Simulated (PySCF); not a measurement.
**C4H7F2GaS: density, localisation and related maps**

| atom | x (Å) | y (Å) | z (Å) |
| --- | --- | --- | --- |
| C | 3.5441 | 0.1445 | 0.5585 |
| C | 2.5176 | -0.2384 | 0.0495 |
| Ga | 0.9340 | -0.9364 | -0.8462 |
| S | -1.9441 | -0.3691 | -0.6133 |
| C | -1.3580 | 1.3356 | -0.7531 |
| F | -0.0052 | 1.3755 | -0.5190 |
| C | -1.5961 | -0.6067 | 1.1451 |
| F | -0.2398 | -0.5512 | 1.3545 |
| H | 4.4348 | 0.4852 | 1.0110 |
| H | 0.4470 | -2.3727 | -0.4733 |
| H | 0.6548 | -0.4844 | -2.3161 |
| H | -1.5391 | 1.6710 | -1.7765 |
| H | -1.8458 | 1.9783 | -0.0150 |
| H | -2.0624 | 0.1794 | 1.7459 |
| H | -1.9463 | -1.6025 | 1.4260 |

Geometry: GFN2-xTB.

These are results of CAM-B3LYP/def2-SVPD, SCF density, gas phase in PySCF, not measurements.

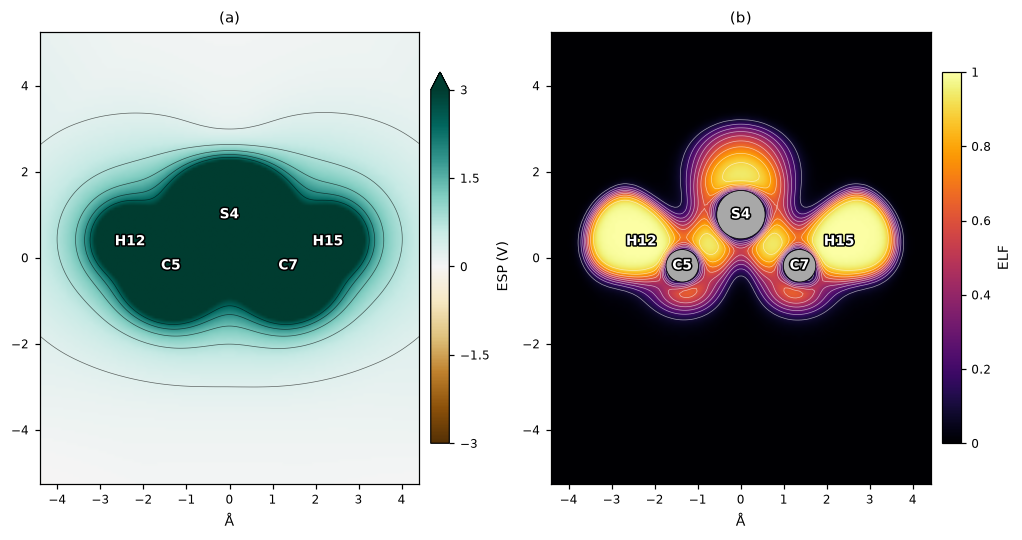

Figure 1. (a) electrostatic potential; (b) ELF on the plane of atoms C5, S4 and C7. Grey discs cover the atomic cores in the ELF map.

Read the bonding off the picture.

Answer.
- The section cuts through S, C and H sites.
- C–S (1.81 Å): the ELF peaks at about 0.95 between the atoms, as expected for a covalent bond.
- The ELF also peaks beside S4, away from the bonds: lone-pair regions.
- The potential has no marked negative region in this plane.

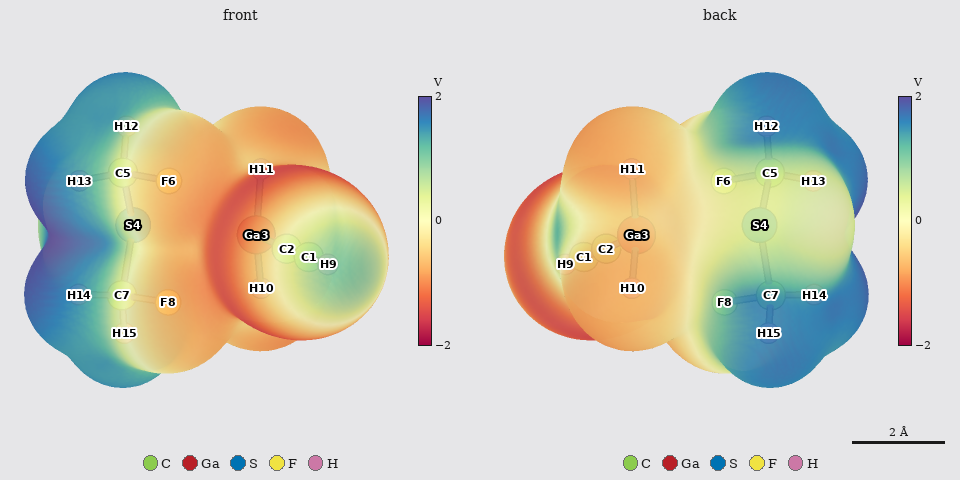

Figure 2. The molecular electrostatic potential painted on the density surface at 0.002 e/bohr³, seen from the front and from behind; the colour scale runs from red (negative) to blue (positive).

Which sites attract a positive test charge, and which a negative one?

Answer. A positive charge is drawn to the negative regions and a negative charge to the positive ones. The most negative region (about −1.5 V) lies over C1 and C2, the most positive (about +2.0 V) over H13 and H14.

How polar is the molecule by this calculation?

Answer. Its dipole moment is 5.76 D.
